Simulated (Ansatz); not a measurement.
**BH5O3 (built from SMILES O.OBO): search for a transition state, part 1 of 2**

Aim: find the saddle point of a four-centre ligand exchange that is to form B1–O6, H2–H5 and break B1–H2, H5–O6, prove it by its vibrations, and relax downhill on both sides to see what it joins.

Computed with Ansatz 0.2.0, Gaussian basis. Level: PBE0-D4, def2-SVP first, then def2-TZVP.

154 further runs of the same task are left out: 2 that didn't finish, 152 set aside as unsound or not needed.

### Step 1. Starting geometry

The guess: 9 atoms, charge 0, spin multiplicity 1.

Atoms are counted from 1 here; the program's logs count them from 0.

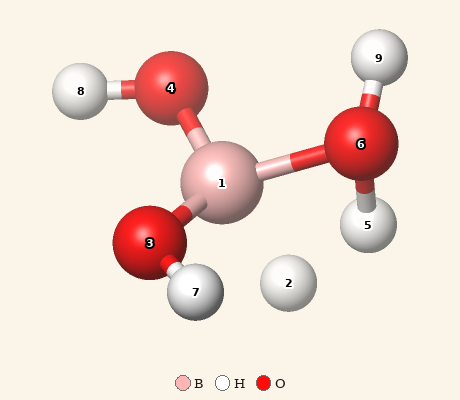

As it starts; boron pink, hydrogen white, oxygen red; atoms are numbered from 1 in the order of the file.

Geometry (Å):

```mol
BH5O3
  3D, bonds by distance, orders not assigned

  9  7  0  0  0  0  0  0  0  0999 V2000
   -0.1736   -0.0421    0.1888 B   0  0
   -0.4284    1.4418   -0.3110 H   0  0
   -1.3051   -0.7904    0.0508 O   0  0
    0.4842    0.0109    1.3887 O   0  0
    0.4292    0.9989   -0.9579 H   0  0
    0.8787   -0.1634   -1.0005 O   0  0
   -1.5853   -0.9539   -0.8467 H   0  0
   -0.0656   -0.2278    2.1318 H   0  0
    1.7660   -0.2739   -0.6440 H   0  0
  1  3  8  0
  1  4  8  0
  1  6  8  0
  3  7  8  0
  4  8  8  0
  5  6  8  0
  6  9  8  0
M  END
```

Distances that are to change: B1–O6 1.59 Å, H2–H5 1.16 Å, B1–H2 1.59 Å, H5–O6 1.25 Å.

### Step 2. Constrained relaxation of the guess

hold/in.yaml

```yaml
crystal:
  periodic: [false, false, false]
  atoms:
    - {symbol: B, position_ang: [-0.173600, -0.042100, 0.188800]}
    - {symbol: H, position_ang: [-0.428400, 1.441800, -0.311000]}
    - {symbol: O, position_ang: [-1.305100, -0.790400, 0.050800]}
    - {symbol: O, position_ang: [0.484200, 0.010900, 1.388700]}
    - {symbol: H, position_ang: [0.429200, 0.998900, -0.957900]}
    - {symbol: O, position_ang: [0.878700, -0.163400, -1.000500]}
    - {symbol: H, position_ang: [-1.585300, -0.953900, -0.846700]}
    - {symbol: H, position_ang: [-0.065600, -0.227800, 2.131800]}
    - {symbol: H, position_ang: [1.766000, -0.273900, -0.644000]}
basis:
  gaussian: {orbitals: def2-SVP}
hamiltonian: {xc: pbe0, dispersion: d4}
relax: {f_tol: 0.04, max_steps: 150, escape_saddle: false, constraints: [{distance: [0, 5]}, {distance: [1, 4]}, {distance: [0, 1]}, {distance: [4, 5]}]}
```

Run with:

```sh
ansatz run in.yaml --threads 4 --pin off --events-out ev --progress --plain --max-ram 9574MiB
```

The log of the run (excerpt; [...] marks lines left out):

```text
Functional definition: PBE0
  name "PBE0"
  cite "Adamo & Barone, J. Chem. Phys. 110, 6158 (1999) doi:10.1063/1.478522"
  cite "Perdew, Burke & Ernzerhof, Phys. Rev. Lett. 77, 3865 (1996) doi:10.1103/PhysRevLett.77.3865"
  parent pbe
[...]
866 factors; integrals over basis functions are off by at most 2.9e-4 eV
[...]
mean field -6887.49363477 eV, -253.1107225671 hartree, gradient 2.0e-5 eV, S^2 0.000000; 0 other end points of the search recorded, 0 dependent functions left out
[...]
reference -6887.49365671 eV, -253.1107233734 hartree; 17, 17 occupied and 64, 64 virtual orbitals, 866 factors
relax step   1: F+E_penalty+E_count = -6887.59704434 eV  Δ(F+E_penalty+E_count) = +0.000e0 eV  max|allowed force component| = 4.989e-1 eV/Å  Δτ_max = 0.0000 Å  (25 SCF iters, accepted)
[...]
relax step   5: F+E_penalty+E_count = -6887.64012862 eV  Δ(F+E_penalty+E_count) = -1.208e-3 eV  max|allowed force component| = 5.298e-2 eV/Å  Δτ_max = 0.0186 Å  (31 SCF iters, accepted)
[...]
relax step   6: F+E_penalty+E_count = -6887.64026566 eV  Δ(F+E_penalty+E_count) = -1.370e-4 eV  max|allowed force component| = 2.973e-2 eV/Å  Δτ_max = 0.0085 Å  (31 SCF iters, accepted)
  distance B 0 - O 5 held at 1.592634 Å   reaction = +6.4612e-1 eV/Å
  distance H 1 - H 4 held at 1.161946 Å   reaction = +1.1031e0 eV/Å
  distance B 0 - H 1 held at 1.586405 Å   reaction = +4.8344e-1 eV/Å
  distance H 4 - O 5 held at 1.246919 Å   reaction = +4.4740e-1 eV/Å
866 factors; integrals over basis functions are off by at most 2.9e-4 eV
[...]
mean field -6887.53851589 eV, -253.1123719177 hartree, gradient 9.2e-6 eV, S^2 0.000000; 1 other end points of the search recorded, 0 dependent functions left out
[...]
reference -6887.53853757 eV, -253.1123727145 hartree; 17, 17 occupied and 64, 64 virtual orbitals, 866 factors
Total energy: -6887.64028734 eV, -253.1161119496 hartree
Atom 0 at    -0.151078    -0.054148     0.171225 Å, force     0.344185     0.380989    -0.658669 eV/Å
Atom 1 at    -0.460173     1.419879    -0.327161 Å, force     0.911196    -0.913016    -0.423616 eV/Å
Atom 2 at    -1.295388    -0.798884     0.055361 Å, force    -0.029732    -0.010444     0.028244 eV/Å
Atom 3 at     0.512047     0.021461     1.372746 Å, force    -0.018345    -0.005337     0.000920 eV/Å
Atom 4 at     0.399283     0.928633    -0.935545 Å, force    -0.638355     0.055189     0.550031 eV/Å
Atom 5 at     0.905426    -0.208472    -1.010497 Å, force    -0.588050     0.480286     0.488046 eV/Å
Atom 6 at    -1.627475    -0.865868    -0.843171 Å, force     0.013488     0.009813     0.004611 eV/Å
Atom 7 at    -0.058378    -0.239527     2.101584 Å, force    -0.000167     0.001796     0.011195 eV/Å
Atom 8 at     1.775837    -0.202974    -0.584543 Å, force     0.005780     0.000724    -0.000762 eV/Å
Dipole moment:     0.115530    -0.044271    -0.097496 e Å
```

Wall time 9.5 s (4 threads of Intel Xeon Platinum 8259CL at 2.50GHz, shared host).

The steps of the relaxation:

| step | energy from step 1 (eV) | largest force component (eV/Å) |
| --- | --- | --- |
| 1 | 0.0000 | 0.4989 |
| 2 | -0.0312 | 0.1805 |
| 3 | -0.0384 | 0.1184 |
| 4 | -0.0419 | 0.1186 |
| 5 | -0.0431 | 0.0530 |
| 6 | -0.0432 | 0.0297 |

Distances of close pairs at the start and the end, largest changes first:

| bond | before (Å) | after (Å) | change (Å) |
| --- | --- | --- | --- |
| O4–H8 | 0.955 | 0.962 | +0.007 |
| B1–O3 | 1.364 | 1.370 | +0.007 |
| O6–H9 | 0.963 | 0.969 | +0.006 |
| O3–H7 | 0.954 | 0.960 | +0.006 |
| B1–O4 | 1.369 | 1.374 | +0.005 |
| H5–O6 | 1.247 | 1.247 | +0.000 |
| B1–O6 | 1.593 | 1.593 | +0.000 |

### Step 3. Force constants to start from

hessian/in.yaml

```yaml
crystal:
  periodic: [false, false, false]
  atoms:
    - {symbol: B, position_ang: [-0.151078, -0.054148, 0.171225]}
    - {symbol: H, position_ang: [-0.460173, 1.419879, -0.327161]}
    - {symbol: O, position_ang: [-1.295388, -0.798884, 0.055361]}
    - {symbol: O, position_ang: [0.512047, 0.021461, 1.372746]}
    - {symbol: H, position_ang: [0.399283, 0.928633, -0.935545]}
    - {symbol: O, position_ang: [0.905426, -0.208472, -1.010497]}
    - {symbol: H, position_ang: [-1.627475, -0.865868, -0.843171]}
    - {symbol: H, position_ang: [-0.058378, -0.239527, 2.101584]}
    - {symbol: H, position_ang: [1.775837, -0.202974, -0.584543]}
basis:
  gaussian: {orbitals: def2-SVP}
hamiltonian: {xc: pbe0, dispersion: d4}
phonons: {}
scf: {lower_state_search: off}
```

Run with:

```sh
ansatz run in.yaml --threads 4 --pin off --events-out ev --progress --plain --max-ram 9574MiB
```

The log of the run (excerpt; [...] marks lines left out):

```text
[... 5 set-up lines as earlier in the session ...]
[...]
865 factors; integrals over basis functions are off by at most 2.8e-4 eV
[...]
mean field -6887.53850543 eV, -253.1123715331 hartree, gradient 4.1e-6 eV, S^2 0.000000; 0 other end points of the search recorded, 0 dependent functions left out
[...]
reference -6887.53852701 eV, -253.1123723262 hartree; 17, 17 occupied and 64, 64 virtual orbitals, 865 factors
[... from here to the last solve, the lines of the solves are left out (53 solves) ...]
865 factors; integrals over basis functions are off by at most 2.8e-4 eV
mean field -6887.53847414 eV, -253.1123703833 hartree, gradient 2.9e-6 eV, S^2 0.000000; 0 other end points of the search recorded, 0 dependent functions left out
[...]
WARN: phonons: modes at or below zero, which the zero-point energy, F, S and C_V leave out: 1, the lowest at -1571.61 cm⁻¹. A minimum has none, and a first-order saddle one
[...]
Atom 2 at    -1.295388    -0.798884     0.055361 Å, force    -0.029789    -0.010393     0.028173 eV/Å
Atom 3 at     0.512047     0.021461     1.372746 Å, force    -0.018424    -0.005209     0.000891 eV/Å
Atom 4 at     0.399283     0.928633    -0.935545 Å, force    -0.638801     0.054963     0.549975 eV/Å
Atom 5 at     0.905426    -0.208472    -1.010497 Å, force    -0.587833     0.480315     0.488057 eV/Å
Atom 6 at    -1.627475    -0.865868    -0.843171 Å, force     0.013507     0.009831     0.004603 eV/Å
Atom 7 at    -0.058378    -0.239527     2.101584 Å, force    -0.000203     0.001805     0.011206 eV/Å
Atom 8 at     1.775837    -0.202974    -0.584543 Å, force     0.005780     0.000686    -0.000766 eV/Å
Dipole moment:     0.115530    -0.044272    -0.097497 e Å
Vibrations: -1571.61 228.64 342.15 374.30 427.51 485.06 578.33 736.60 867.22 899.69 935.43 965.10 1015.07 1190.90 1431.55 1499.74 1504.49 1866.39 3825.35 3933.64 3948.87 cm⁻¹, zero-point energy 1.677261 eV
Checks for a lower state left out: stability, starts, cluster_reference, orbital_swaps, neighbouring_geometries, increment
```

Run time: 38 s. Hardware: 4 threads of Intel Xeon Platinum 8259CL at 2.50GHz, shared host.

The structure is not stationary yet, so these wavenumbers are no spectrum; the search needs only the force constants.

### Step 4. Saddle search in the small basis

The search itself is an outer loop (partitioned rational-function steps, Bofill update of the Hessian). Each step is one single-point run with forces. It stops when the largest force is under 0.04 eV/Å and the followed curvature is negative. The first step's input:

presaddle/in.yaml

```yaml
crystal:
  periodic: [false, false, false]
  atoms:
    - {symbol: B, position_ang: [-0.151078, -0.054148, 0.171225]}
    - {symbol: H, position_ang: [-0.460173, 1.419879, -0.327161]}
    - {symbol: O, position_ang: [-1.295388, -0.798884, 0.055361]}
    - {symbol: O, position_ang: [0.512047, 0.021461, 1.372746]}
    - {symbol: H, position_ang: [0.399283, 0.928633, -0.935545]}
    - {symbol: O, position_ang: [0.905426, -0.208472, -1.010497]}
    - {symbol: H, position_ang: [-1.627475, -0.865868, -0.843171]}
    - {symbol: H, position_ang: [-0.058378, -0.239527, 2.101584]}
    - {symbol: H, position_ang: [1.775837, -0.202974, -0.584543]}
basis:
  gaussian: {orbitals: def2-SVP}
hamiltonian: {xc: pbe0, dispersion: d4}
output: {forces: true}
scf: {lower_state_search: off}
```

Run with:

```sh
ansatz run in.yaml --threads 4 --pin off --events-out ev --progress --plain --max-ram 9574MiB
```

The driver's record:

| step | energy (eV) | largest force (eV/Å) | followed curvature (eV/Å²) |
| --- | --- | --- | --- |
| 1 | -6887.64028 | 0.9128 | -17.08 |
| 2 | -6887.72375 | 0.7274 | -17.01 |
| 3 | -6887.74702 | 0.1836 | -17.00 |
| 4 | -6887.75095 | 0.0454 | -17.03 |
| 5 | -6887.75030 | 0.2317 | -17.03 |
| 6 | -6887.74957 | 0.1736 | -17.03 |
| 7 | -6887.75070 | 0.1750 | -17.03 |
| 8 | -6887.75151 | 0.0137 | -17.03 |

The 8 steps took 5.6 s in all (4 threads of Intel Xeon Platinum 8259CL at 2.50GHz, shared host).

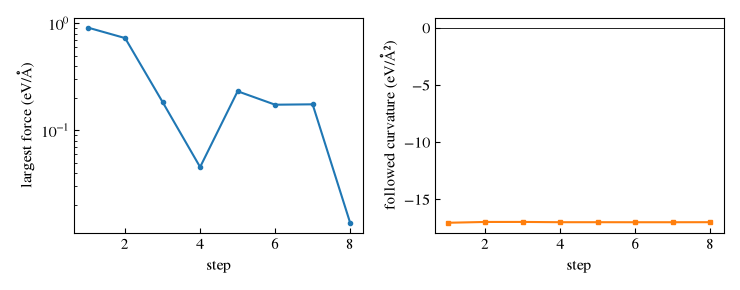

Largest force and followed curvature during the search.

### Step 5. Saddle search in triple zeta

A small driver takes partitioned rational-function steps: uphill along one mode, downhill along the rest. It calls the program once a step for energy and forces and updates the Hessian by Bofill's formula. It stops when the largest force is under 0.01 eV/Å and the followed curvature is negative. The first step's input:

saddle/in.yaml

```yaml
crystal:
  periodic: [false, false, false]
  atoms:
    - {symbol: B, position_ang: [-0.166679, 0.003643, 0.153752]}
    - {symbol: H, position_ang: [-0.412739, 1.323841, -0.331874]}
    - {symbol: O, position_ang: [-1.294202, -0.784639, 0.059919]}
    - {symbol: O, position_ang: [0.498896, 0.072667, 1.365354]}
    - {symbol: H, position_ang: [0.396846, 0.908018, -0.905663]}
    - {symbol: O, position_ang: [0.896194, -0.176318, -1.008290]}
    - {symbol: H, position_ang: [-1.633369, -0.867059, -0.834111]}
    - {symbol: H, position_ang: [-0.046726, -0.278504, 2.075069]}
    - {symbol: H, position_ang: [1.761878, -0.201549, -0.574156]}
basis:
  gaussian: {orbitals: def2-TZVP}
hamiltonian: {xc: pbe0, dispersion: d4}
output: {forces: true}
scf: {lower_state_search: off}
```

Run with:

```sh
ansatz run in.yaml --threads 4 --pin off --events-out ev --progress --plain --max-ram 9574MiB
```

The driver's record:

| step | energy (eV) | largest force (eV/Å) | followed curvature (eV/Å²) |
| --- | --- | --- | --- |
| 1 | -6895.91010 | 0.2232 | -17.03 |
| 2 | -6895.91145 | 0.1822 | -17.03 |
| 3 | -6895.91359 | 0.0249 | -17.03 |
| 4 | -6895.91345 | 0.1472 | -17.04 |
| 5 | -6895.91380 | 0.0068 | -17.04 |

The 5 steps took 6.2 s in all (4 threads of Intel Xeon Platinum 8259CL at 2.50GHz, shared host).

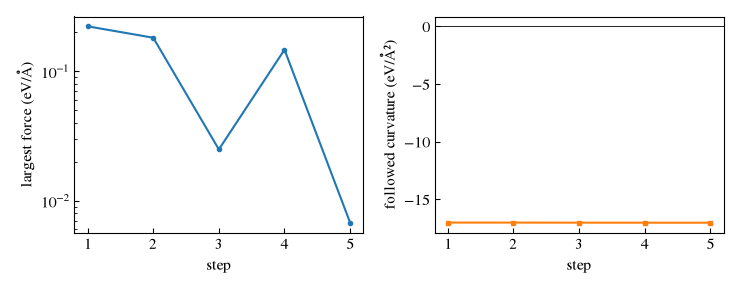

Largest force and followed curvature during the search.

The point found:

| atom | x (Å) | y (Å) | z (Å) |
| --- | --- | --- | --- |
| B1 | -0.16370 | 0.00872 | 0.15603 |
| H2 | -0.41311 | 1.31232 | -0.33329 |
| O3 | -1.29097 | -0.78462 | 0.05691 |
| O4 | 0.48524 | 0.08402 | 1.37879 |
| H5 | 0.39221 | 0.90162 | -0.90775 |
| O6 | 0.90547 | -0.17635 | -1.00570 |
| H7 | -1.64402 | -0.85847 | -0.83009 |
| H8 | -0.05107 | -0.28758 | 2.08170 |
| H9 | 1.78005 | -0.19955 | -0.59660 |

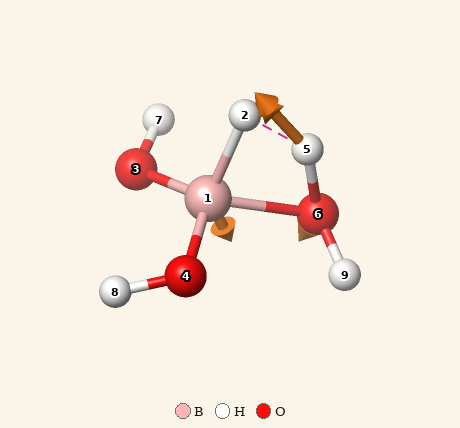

The point found; broken lines mark the pairs that react, arrows the followed mode.

### Step 6. Checking the order of the point

vib/in.yaml

```yaml
crystal:
  periodic: [false, false, false]
  atoms:
    - {symbol: B, position_ang: [-0.163699, 0.008719, 0.156029]}
    - {symbol: H, position_ang: [-0.413106, 1.312318, -0.333292]}
    - {symbol: O, position_ang: [-1.290966, -0.784623, 0.056908]}
    - {symbol: O, position_ang: [0.485244, 0.084017, 1.378790]}
    - {symbol: H, position_ang: [0.392210, 0.901618, -0.907746]}
    - {symbol: O, position_ang: [0.905470, -0.176346, -1.005700]}
    - {symbol: H, position_ang: [-1.644025, -0.858473, -0.830086]}
    - {symbol: H, position_ang: [-0.051074, -0.287577, 2.081698]}
    - {symbol: H, position_ang: [1.780045, -0.199553, -0.596602]}
basis:
  gaussian: {orbitals: def2-TZVP}
hamiltonian: {xc: pbe0, dispersion: d4}
phonons: {temperatures: {t_min: 298.15, t_max: 900, t_step: 200}}
```

Run with:

```sh
ansatz run in.yaml --threads 4 --pin off --events-out ev --progress --plain --max-ram 9574MiB
```

The log of the run (excerpt; [...] marks lines left out):

```text
[... 5 set-up lines as earlier in the session ...]
[...]
842 factors; their error is unknown
[...]
mean field -6895.81919327 eV, -253.4166811984 hartree, gradient 4.2e-5 eV, S^2 0.000000; 0 other end points of the search recorded, 0 dependent functions left out
[...]
reference -6895.81922020 eV, -253.4166821881 hartree; 17, 17 occupied and 137, 137 virtual orbitals, 842 factors
[... from here to the last solve, the lines of the solves are left out (53 solves) ...]
842 factors; their error is unknown
mean field -6895.81915674 eV, -253.4166798561 hartree, gradient 2.8e-6 eV, S^2 0.000000; 0 other end points of the search recorded, 0 dependent functions left out
[...]
reference -6895.81918367 eV, -253.4166808457 hartree; 17, 17 occupied and 137, 137 virtual orbitals, 842 factors
[...]
WARN: phonons: modes at or below zero, which the zero-point energy, F, S and C_V leave out: 1, the lowest at -1397.66 cm⁻¹. A minimum has none, and a first-order saddle one
[...]
Atom 0 at    -0.163699     0.008719     0.156029 Å, force     0.001355    -0.001392     0.000733 eV/Å
Atom 1 at    -0.413106     1.312318    -0.333292 Å, force    -0.001156     0.002497    -0.000027 eV/Å
Atom 2 at    -1.290966    -0.784623     0.056908 Å, force     0.005223    -0.001488     0.006768 eV/Å
Atom 3 at     0.485244     0.084017     1.378790 Å, force    -0.004122     0.001970     0.003602 eV/Å
Atom 4 at     0.392210     0.901618    -0.907746 Å, force     0.000444     0.000163    -0.001266 eV/Å
Atom 5 at     0.905470    -0.176346    -1.005700 Å, force    -0.002326    -0.001203    -0.001479 eV/Å
Atom 6 at    -1.644025    -0.858473    -0.830086 Å, force    -0.006074     0.000916    -0.006691 eV/Å
Atom 7 at    -0.051074    -0.287577     2.081698 Å, force     0.003118    -0.000838    -0.004056 eV/Å
Atom 8 at     1.780045    -0.199553    -0.596602 Å, force     0.003537    -0.000625     0.002415 eV/Å
Dipole moment:     0.107020     0.043128    -0.172573 e Å
Vibrations: -1397.66 185.41 341.52 354.01 410.63 469.81 552.98 814.74 897.06 926.57 962.56 1002.35 1085.32 1224.08 1368.76 1440.33 1887.82 2046.21 3819.95 3909.72 3926.76 cm⁻¹, zero-point energy 1.712630 eV
```

It took 68 s on 4 threads of Intel Xeon Platinum 8259CL at 2.50GHz, shared host.

Wavenumbers and character of the modes:

| mode | wavenumber (cm⁻¹) | character |
| --- | --- | --- |
| 1 | 1398i | changes H2–H5, B1–H2, H5–O6 |
| 2 | 185 | torsion |
| 3 | 342 | torsion |
| 4 | 354 | bend with torsion |
| 5 | 411 | bend with torsion |
| 6 | 470 | torsion |
| 7 | 553 | torsion with B–O stretch |
| 8 | 815 | bend |
| 9 | 897 | bend with torsion |
| 10 | 927 | bend with B–O stretch |
| 11 | 963 | bend with B–O stretch |
| 12 | 1002 | bend |
| 13 | 1085 | bend with B–O stretch |
| 14 | 1224 | bend with B–O stretch |
| 15 | 1369 | B–O stretch with bend |
| 16 | 1440 | bend |
| 17 | 1888 | bend with B–H stretch |
| 18 | 2046 | bend with O–H stretch |
| 19 | 3820 | O–H stretch |
| 20 | 3910 | O–H stretch |
| 21 | 3927 | O–H stretch |

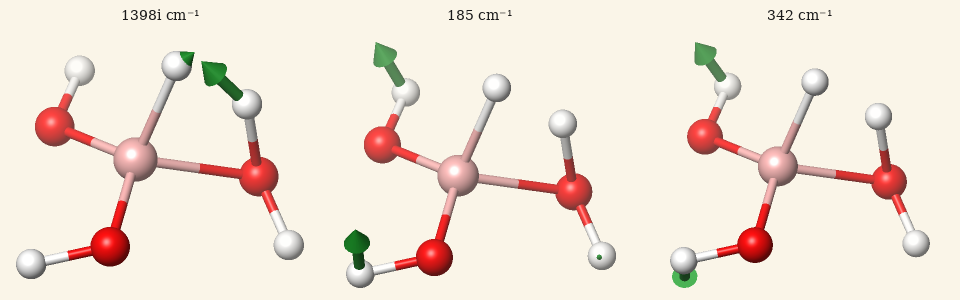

How the atoms move in 3 of the modes.

Vibrational sums (real modes only):

| T (K) | entropy (J/mol/K) | heat capacity (J/mol/K) |
| --- | --- | --- |
| 298 | 31.9 | 50.3 |
| 498 | 65.9 | 82.4 |
| 698 | 97.2 | 102.9 |
| 898 | 124.9 | 116.3 |

### Step 7. Relaxing after a step of 0.30 Å one way along the mode

downa/in.yaml

```yaml
crystal:
  periodic: [false, false, false]
  atoms:
    - {symbol: B, position_ang: [-0.040325, -0.143209, 0.112552]}
    - {symbol: H, position_ang: [-0.341556, 1.366701, -0.427314]}
    - {symbol: O, position_ang: [-1.293653, -0.740134, 0.053371]}
    - {symbol: O, position_ang: [0.484262, 0.089335, 1.375814]}
    - {symbol: H, position_ang: [0.181015, 1.086475, -0.801802]}
    - {symbol: O, position_ang: [0.907374, -0.297467, -0.959073]}
    - {symbol: H, position_ang: [-1.630970, -0.869904, -0.837118]}
    - {symbol: H, position_ang: [-0.059868, -0.273252, 2.079167]}
    - {symbol: H, position_ang: [1.793821, -0.218444, -0.595597]}
basis:
  gaussian: {orbitals: def2-TZVP}
hamiltonian: {xc: pbe0, dispersion: d4}
relax: {f_tol: 0.005, max_steps: 200}
```

Run with:

```sh
ansatz run in.yaml --threads 4 --pin off --events-out ev --progress --plain --max-ram 9574MiB
```

The log of the run (excerpt; [...] marks lines left out):

```text
[... 5 set-up lines as earlier in the session ...]
[...]
842 factors; their error is unknown
[...]
mean field -6896.48398072 eV, -253.4411116867 hartree, gradient 3.0e-5 eV, S^2 0.000000; 0 other end points of the search recorded, 0 dependent functions left out
[...]
reference -6896.48400771 eV, -253.4411126786 hartree; 17, 17 occupied and 137, 137 virtual orbitals, 842 factors
relax step   1: F+E_penalty+E_count = -6896.57831879 eV  Δ(F+E_penalty+E_count) = +0.000e0 eV  max|allowed force component| = 2.699e0 eV/Å  Δτ_max = 0.0000 Å  (27 SCF iters, accepted)
[...]
Total energy: -6898.18872038 eV, -253.5037597139 hartree
Atom 0 at     0.208331    -0.537230     0.541679 Å, force    -0.001297     0.001156    -0.001542 eV/Å
Atom 1 at    -1.073272     2.013076    -1.989027 Å, force    -0.000751     0.000505    -0.000526 eV/Å
Atom 2 at    -1.120115    -0.248953     0.419615 Å, force     0.001251    -0.003538     0.003675 eV/Å
Atom 3 at     0.629741    -1.456125     1.460483 Å, force     0.000165     0.003407    -0.003159 eV/Å
Atom 4 at    -0.399293     1.747590    -1.801805 Å, force     0.000932    -0.000523     0.000524 eV/Å
Atom 5 at     1.121970     0.094096    -0.256837 Å, force    -0.001389    -0.003816     0.004977 eV/Å
Atom 6 at    -1.287178     0.410352    -0.258147 Å, force     0.000483     0.001905    -0.002170 eV/Å
Atom 7 at    -0.099572    -1.829818     1.959634 Å, force    -0.000763    -0.000167     0.000096 eV/Å
Atom 8 at     2.019488    -0.192887    -0.075595 Å, force     0.001368     0.001071    -0.001874 eV/Å
Dipole moment:     0.015749     0.003686    -0.005631 e Å
```

Run time: 87 s. Hardware: 4 threads of Intel Xeon Platinum 8259CL at 2.50GHz, shared host.

Step by step: (not every step is listed)

| step | energy from step 1 (eV) | largest force component (eV/Å) |
| --- | --- | --- |
| 1 | 0.0000 | 2.6986 |
| 2 | -0.6267 | 1.6732 |
| 3 | -1.0930 | 1.1922 |
| 4 | -1.3932 | 0.5435 |
| 5 | -1.5171 | 0.2206 |
| 6 | -1.5674 | 0.0845 |
| 7 | -1.5830 | 0.0924 |
| 8 | -1.5879 | 0.0151 |
| 9 | -1.5881 | 0.1795 |
| 13 | -1.5903 | 0.0290 |
| 17 | -1.5907 | 0.0049 |
| 21 | -1.5920 | 0.0038 |
| 25 | -1.5929 | 0.0266 |
| 29 | -1.5943 | 0.0678 |
| 33 | -1.5965 | 0.0362 |
| 37 | -1.5988 | 0.0316 |
| 41 | -1.6008 | 0.0622 |
| 45 | -1.6039 | 0.0595 |
| 49 | -1.6079 | 0.0994 |
| 50 | -1.6094 | 0.0877 |
| 51 | -1.6100 | 0.0852 |
| 52 | -1.6102 | 0.0324 |
| 53 | -1.6103 | 0.0118 |
| 54 | -1.6104 | 0.0097 |
| 55 | -1.6104 | 0.0050 |

Distances of close pairs at the start and the end, largest changes first:

| bond | before (Å) | after (Å) | change (Å) |
| --- | --- | --- | --- |
| B1–O6 | 1.439 | 1.368 | -0.071 |
| H2–H5 | 0.701 | 0.748 | +0.047 |
| B1–O3 | 1.389 | 1.365 | -0.025 |
| B1–O4 | 1.387 | 1.366 | -0.021 |
| O6–H9 | 0.961 | 0.960 | -0.002 |
| O3–H7 | 0.961 | 0.960 | -0.001 |
| O4–H8 | 0.960 | 0.960 | -0.001 |

(Continued in part 2 of 2.)
